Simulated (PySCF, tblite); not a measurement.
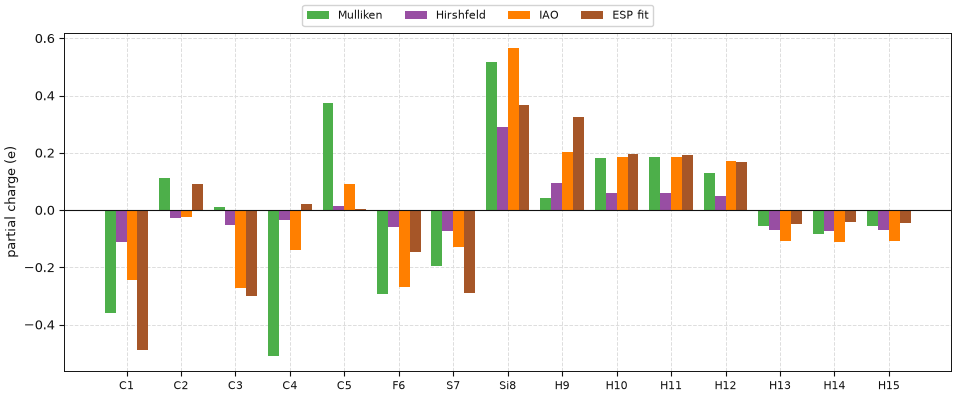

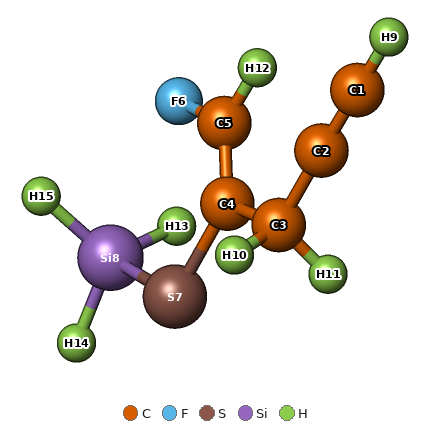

Atomic charges of C₅H₇FSSi, SMILES C#CC/C(=C/F)S[SiH3] by 4 schemes, PBE0/pcSseg-1 in PySCF 2.14.0, at a GFN2-xTB geometry (a minimum by its frequencies).

**On which atom do the schemes disagree most?**

On C4: Mulliken −0.51, Hirshfeld −0.03, IAO −0.14, ESP fit 0.02 e.

**Which atom is the most negative in each scheme?**

Mulliken: C4 (−0.51 e); Hirshfeld: C1 (−0.11 e); IAO: C3 (−0.27 e) and F6 (−0.27 e); ESP fit: C1 (−0.49 e).

Note: the tight-binding geometry is rougher than a DFT one and adds to the error; one conformer of a flexible molecule.
